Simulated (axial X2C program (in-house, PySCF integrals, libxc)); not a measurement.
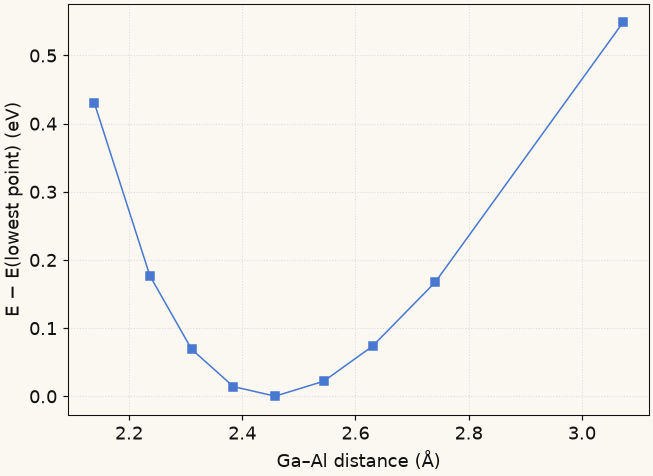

Energy at 9 bond lengths, for one set of occupations held fixed; the line joins the points. A polynomial of degree 6 through 8 points gives rₑ = 2.451 Å, ωₑ = 284.8 cm⁻¹, ωₑxₑ = 1.5 cm⁻¹ and Bₑ = 0.1447 cm⁻¹. The minimum lies 1.40 eV below Ga + Al, each computed as one determinant at the same level. 1 further points did not converge.

## Run report: GaAl, relativistic diatomic calculation

- system: GaAl, single determinant with Ω = 1.
- method: PBE0, two-component X2C with atomic mean-field Coulomb terms, Ga dyall-v3z, Al dyall-v3z (cores contracted) (axial X2C program (in-house, PySCF integrals, libxc))

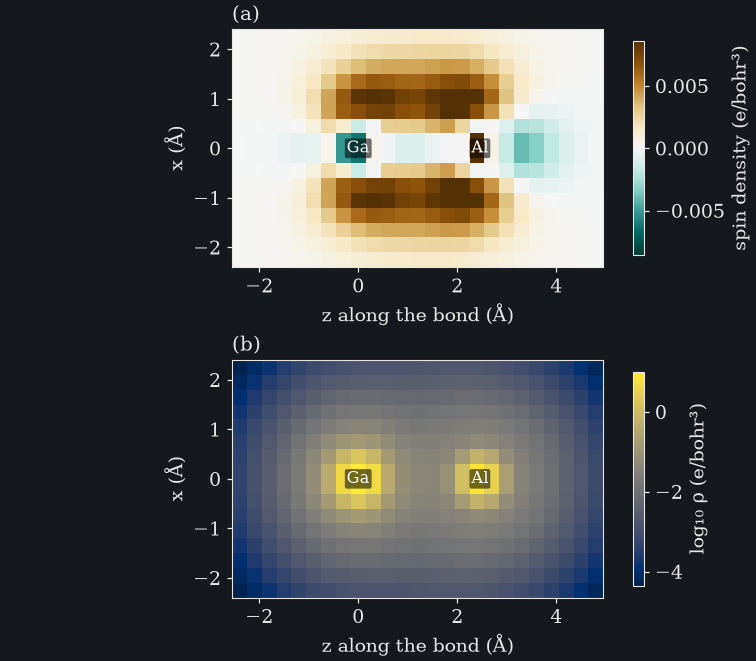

(a) spin density; (b) electron density on a logarithmic scale, in a plane that holds the axis, at 2.46 Å, on points 0.3 Å apart (one half computed, the other mirrored); the structure near the nuclei is finer than these points.

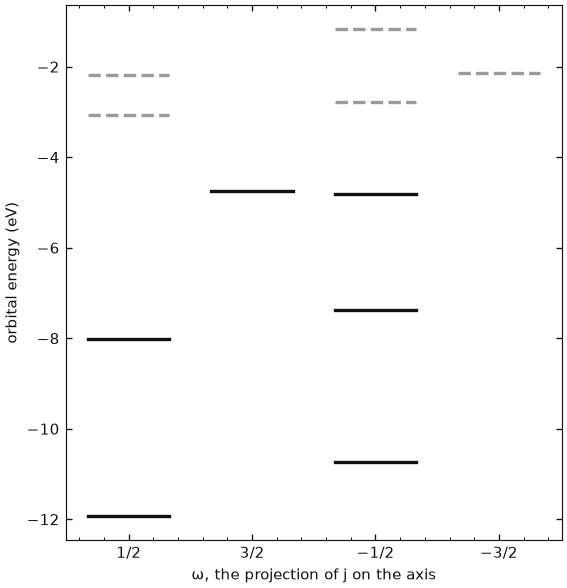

Orbital energies near the frontier at 2.46 Å, filled (solid) and empty (dashed). The highest filled spinor (3/2; 48 % Al p, 46 % Ga p) lies at −4.75 eV, the lowest empty one (1/2; 44 % Al p, 42 % Ga p) at −3.07 eV.

These pictures come from the run below.

## Input file
```
{"zs": [31, 13], "q": 0, "bas": ["dyall-v3z", "dyall-v3z"], "levels": ["PBE0", "HF", "B3LYP", "TPSSh"], "cc": false, "r0": 2.5, "npts": 10, "nst": 2, "ntry": 6, "opt": {"gaunt": 0}}
```

The line is the task of a batch: nuclear charges, charge, bases, the levels to run, a first guess of the distance and further settings. This report covers PBE0 with spin-orbit coupling. The log is that of the reference distance 2.458 Å.

Launched within a batch (the task file carries these settings):
```bash
python <driver script> task.json out
```

## Log
```
two-component X2C + atomic mean field  PBE0
basis functions 127  fitting functions 829  grid points 5083
iter        total energy     max residual
   1      -2186.252117838     1.40e+00
   2      -2186.731883894     1.12e-02
   3      -2186.731017509     2.02e-02
   4      -2186.734107424     1.87e-03
   5      -2186.734167076     1.22e-03
   6      -2186.734184379     9.25e-04
   7      -2186.734197533     1.30e-04
   8      -2186.734197854     1.86e-05
   9      -2186.734197898     1.59e-05
  10      -2186.734197946     1.08e-05
  11      -2186.734197982     3.72e-06
  12      -2186.734197985     1.75e-06
  13      -2186.734197986     9.40e-07
converged
one-electron -3219.90480853  Coulomb 1040.49480344  exact exchange -23.13748349  xc functional -71.25913535  nuclear repulsion 86.76095037  atomic mean-field constant 0.31147558
```

## The points of the curve

```tsv
R (Å)	E (hartree)	dipole (D; origin at the first atom, positive when the second is positive)	highest filled (eV)	lowest empty (eV)
2.139	−2186.718370	0.07	−5.16	−2.89
2.237	−2186.727705	0.07	−5.02	−2.96
2.311	−2186.731667	0.06	−4.92	−3.01
2.384	−2186.733679	0.05	−4.84	−3.04
2.458	−2186.734198	0.03	−4.75	−3.07
2.544	−2186.733390	0.00	−4.66	−3.10
2.630	−2186.731501	−0.04	−4.58	−3.11
2.741	−2186.728057	−0.08	−4.47	−3.09
2.876	–	–	−4.37	−3.13
3.072	−2186.714049	−0.27	−4.23	−3.09
```

## Results in brief

```
                 quantity                      value
                  outcome                  converged
           bond length rₑ                    2.451 Å
                       ωₑ                 284.8 cm⁻¹
    energy at the minimum        −2186.73420 hartree
depth below the fragments                    1.40 eV
                 hardware  1 CPU thread, shared host
                wall time                       17 s
```

## Notes

Limits: some points did not converge.
